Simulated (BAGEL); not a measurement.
# Si2NH6 (SMILES [SiH3][N][SiH3]): UHF/6-31G(d) (density fitting with qzvpp-jkfit, spherical functions)

Aim: the energy change on altering one bond length of Si2NH6 at UHF/6-31G* (density fitting with qzvpp-jkfit, spherical functions), from 2 runs. 

The calculation is run with BAGEL 1.2.2.

3 further runs of the same task are left out: 1 that didn't finish, 2 set aside as unsound or not needed.

### 1 The molecule

The species is Si2NH6 (9 atoms), meant as a doublet with charge 0. SMILES: `[SiH3][N][SiH3]`. The shape is that of a PBE0-D4/def2-TZVP optimisation.

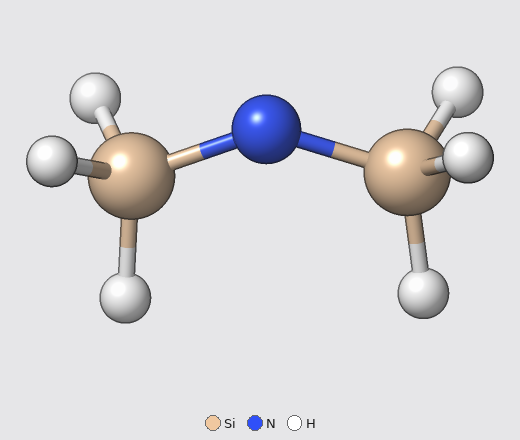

The structure, seen from a chosen angle (silicon light orange, nitrogen blue, hydrogen white).

### 2 A single-point energy at UHF/6-31G(d) (density fitting with qzvpp-jkfit, spherical functions)

input.json reads:

```json
{ "bagel" : [

{
  "title" : "molecule",
  "basis" : "6-31gs.json",
  "df_basis" : "qzvpp-jkfit",
  "angstrom" : true,
  "geometry" : [
    { "atom" : "Si", "xyz" : [   -0.774000,    1.094500,   -0.884000 ] },
    { "atom" : "N", "xyz" : [    0.224400,    0.477800,    0.374000 ] },
    { "atom" : "Si", "xyz" : [    0.765200,   -1.055200,    0.937300 ] },
    { "atom" : "H", "xyz" : [   -1.664400,    0.094300,   -1.538200 ] },
    { "atom" : "H", "xyz" : [    0.163300,    1.647100,   -1.901700 ] },
    { "atom" : "H", "xyz" : [   -1.607900,    2.192700,   -0.329500 ] },
    { "atom" : "H", "xyz" : [    2.187500,   -1.161100,    0.507000 ] },
    { "atom" : "H", "xyz" : [    0.011800,   -2.229300,    0.412900 ] },
    { "atom" : "H", "xyz" : [    0.694200,   -1.060900,    2.422000 ] }
  ]
},
{
  "title" : "uhf",
  "charge" : 0,
  "nopen" : 1
},
{
  "title" : "print",
  "file" : "orbitals.molden",
  "orbitals" : true
}

]}
```

The basis set 6-31G* is read from a file made from the Basis Set Exchange's data (not shown).

Started as:

```
$ BAGEL_NUM_THREADS=1 BAGEL input.json > input.out
```

Standard output:

```text
* using 1 threads per process

  ===============================================================
  ===============================================================

  *** Geometry ***

  { "atom" : "Si", "xyz" : [     -1.462648,      2.068305,     -1.670518 ] },
  { "atom" : "N", "xyz" : [      0.424055,      0.902911,      0.706758 ] },
  { "atom" : "Si", "xyz" : [      1.446018,     -1.994039,      1.771240 ] },
  { "atom" : "H", "xyz" : [     -3.145260,      0.178201,     -2.906777 ] },
  { "atom" : "H", "xyz" : [      0.308592,      3.112568,     -3.593692 ] },
  { "atom" : "H", "xyz" : [     -3.038491,      4.143602,     -0.622665 ] },
  { "atom" : "H", "xyz" : [      4.133776,     -2.194161,      0.958091 ] },
  { "atom" : "H", "xyz" : [      0.022299,     -4.212766,      0.780268 ] },
  { "atom" : "H", "xyz" : [      1.311848,     -2.004810,      4.576917 ] },

  Number of auxiliary basis functions:      441

  Since a DF basis is specified, we compute 2- and 3-index integrals:
    o Being stored without compression. Storage requirement is 0.014 GB

  Number of basis functions:       62
  Number of electrons      :       41

    * METHOD: MOLECULE                             0.15

  *** Open-shell HF ***

  === Nuclear Repulsion ===
   144.5781297472

      * DIIS with orbital gradients will be used.

  === UHF iteration (6-31gs.json) ===
      0       -635.45873469          0.05018150           0.07
      1       -635.60752874          0.03784345           0.07
      2       -635.69451569          0.02389450           0.07
      3       -635.74571544          0.00304263           0.07
      4       -635.74918488          0.00065695           0.07
      5       -635.74944135          0.00014156           0.07
      6       -635.74949192          0.00004943           0.07
      7       -635.74950665          0.00003552           0.07
      8       -635.74951181          0.00003056           0.07
      9       -635.74951352          0.00002746           0.07
     10       -635.74951576          0.00001977           0.06
     11       -635.74951839          0.00001034           0.06
     12       -635.74951971          0.00000418           0.06
     13       -635.74951987          0.00000140           0.06
     14       -635.74951988          0.00000068           0.06
     15       -635.74951988          0.00000036           0.06
     16       -635.74951988          0.00000024           0.06
     17       -635.74951988          0.00000015           0.06
     18       -635.74951988          0.00000011           0.06
     19       -635.74951988          0.00000009           0.06
     20       -635.74951988          0.00000004           0.06
     21       -635.74951988          0.00000001           0.06
     22       -635.74951988          0.00000001           0.06
    * SCF iteration converged.

    * S^2 (UHF) is 0.7591

    * Permanent dipole moment:
           (    0.177890,     0.256545,     0.153610) a.u.

    * METHOD: UHF                                  1.52

    * METHOD: PRINT                                0.01

  ===============================================================
```

Run time: 1.8 s. Hardware: 1 thread of Arm Neoverse V2, shared host; peak memory 0.086 GiB.

### 3 The distorted shape, same level

calc.json reads:

```json
{ "bagel" : [

{
  "title" : "molecule",
  "basis" : "6-31gs.json",
  "df_basis" : "qzvpp-jkfit",
  "angstrom" : true,
  "geometry" : [
    { "atom" : "Si", "xyz" : [      -0.328829,       1.594567,      -0.556921 ] },
    { "atom" : "N", "xyz" : [       0.669571,       0.977867,       0.701079 ] },
    { "atom" : "Si", "xyz" : [       1.210371,      -0.555133,       1.264379 ] },
    { "atom" : "H", "xyz" : [      -1.664400,       0.094300,      -1.538200 ] },
    { "atom" : "H", "xyz" : [       0.608471,       2.147167,      -1.574621 ] },
    { "atom" : "H", "xyz" : [      -1.162729,       2.692767,      -0.002421 ] },
    { "atom" : "H", "xyz" : [       2.632671,      -0.661033,       0.834079 ] },
    { "atom" : "H", "xyz" : [       0.456971,      -1.729233,       0.739979 ] },
    { "atom" : "H", "xyz" : [       1.139371,      -0.560833,       2.749079 ] }
  ]
},

{
  "title" : "uhf",
  "nopen" : 1
},

{
  "title" : "print",
  "file" : "orbitals.molden",
  "orbitals" : true
}

]}
```

The basis set 6-31G* is read from a file made from the Basis Set Exchange's data (not shown).

Started as:

```
$ BAGEL_NUM_THREADS=1 BAGEL calc.json > calc.out
```

Standard output:

```text
* using 1 threads per process

  ===============================================================
  ===============================================================

  *** Geometry ***

  { "atom" : "Si", "xyz" : [     -0.621397,      3.013295,     -1.052428 ] },
  { "atom" : "N", "xyz" : [      1.265306,      1.847901,      1.324847 ] },
  { "atom" : "Si", "xyz" : [      2.287270,     -1.049049,      2.389330 ] },
  { "atom" : "H", "xyz" : [     -3.145260,      0.178201,     -2.906777 ] },
  { "atom" : "H", "xyz" : [      1.149844,      4.057558,     -2.975602 ] },
  { "atom" : "H", "xyz" : [     -2.197239,      5.088592,     -0.004575 ] },
  { "atom" : "H", "xyz" : [      4.975027,     -1.249171,      1.576181 ] },
  { "atom" : "H", "xyz" : [      0.863550,     -3.267777,      1.398358 ] },
  { "atom" : "H", "xyz" : [      2.153099,     -1.059821,      5.195006 ] },

  Number of auxiliary basis functions:      441

  Since a DF basis is specified, we compute 2- and 3-index integrals:
    o Being stored without compression. Storage requirement is 0.014 GB

  Number of basis functions:       62
  Number of electrons      :       41

    * METHOD: MOLECULE                             0.15

  *** Open-shell HF ***

  === Nuclear Repulsion ===
   142.3399515821

      * DIIS with orbital gradients will be used.

  === UHF iteration (6-31gs.json) ===
      0       -635.25171054          0.05886148           0.07
      1       -635.08926453          0.07678922           0.07
      2       -635.01299670          0.08188319           0.07
      3       -635.60643454          0.00460111           0.07
      4       -635.62955029          0.00343841           0.07
      5       -635.64342782          0.00311398           0.07
      6       -635.65756503          0.00139436           0.07
      7       -635.65954954          0.00063779           0.07
      8       -635.65988747          0.00055805           0.07
      9       -635.66013951          0.00051652           0.07
     10       -635.66063317          0.00051860           0.07
     11       -635.66090540          0.00050315           0.07
     12       -635.66186011          0.00049166           0.07
     13       -635.66368738          0.00048018           0.07
     14       -635.66273838          0.00059878           0.07
     15       -635.66283074          0.00330317           0.07
     16       -635.66451952          0.00239336           0.07
     17       -635.66542081          0.00178099           0.07
     18       -635.66681422          0.00016866           0.07
     19       -635.66694453          0.00061992           0.07
     20       -635.66713869          0.00005014           0.07
     21       -635.66715789          0.00003025           0.07
     22       -635.66716592          0.00001743           0.07
     23       -635.66717177          0.00001034           0.07
     24       -635.66717562          0.00000848           0.07
     25       -635.66718247          0.00000609           0.07
     26       -635.66718718          0.00000474           0.07
     27       -635.66719170          0.00000281           0.07
     28       -635.66719340          0.00000172           0.07
     29       -635.66719409          0.00000070           0.07
     30       -635.66719416          0.00000032           0.07
     31       -635.66719417          0.00000014           0.07
     32       -635.66719417          0.00000010           0.07
     33       -635.66719417          0.00000008           0.07
     34       -635.66719417          0.00000007           0.07
     35       -635.66719417          0.00000006           0.07
     36       -635.66719417          0.00000004           0.07
     37       -635.66719417          0.00000003           0.07
     38       -635.66719417          0.00000002           0.07
     39       -635.66719417          0.00000001           0.07
     40       -635.66719417          0.00000001           0.06
    * SCF iteration converged.

    * S^2 (UHF) is 0.8851

    * Permanent dipole moment:
           (   -0.208848,    -0.059492,    -0.121505) a.u.

    * METHOD: UHF                                  2.86

    * METHOD: PRINT                                0.01

  ===============================================================
```

Wall time 3.3 s (1 thread of Arm Neoverse V2, shared host); peak memory 0.085 GiB.

### 4 What came out

At UHF/6-31G* (density fitting with qzvpp-jkfit, spherical functions):

| quantity | value |
| --- | --- |
| first shape: total energy | -635.74952 Eh |
| first shape: dipole moment | 0.88 D |
| first shape: ⟨S²⟩ | 0.759 |
| distorted shape: total energy | -635.66719 Eh |
| distorted shape: dipole moment | 0.63 D |
| distorted shape: ⟨S²⟩ | 0.885 |
| energy change with the Si1–H4 bond stretched from 1.490 to 2.235 Å | 2.240 eV |

**Reading.** With the Si1–H4 bond stretched from 1.490 to 2.235 Å the energy rises by 2.24 eV (52 kcal/mol). The first shape isn't relaxed at this level, so the change isn't measured from a minimum. ⟨S²⟩ (distorted shape) is 0.89 where a pure doublet has 0.75: the reference is spin-contaminated.
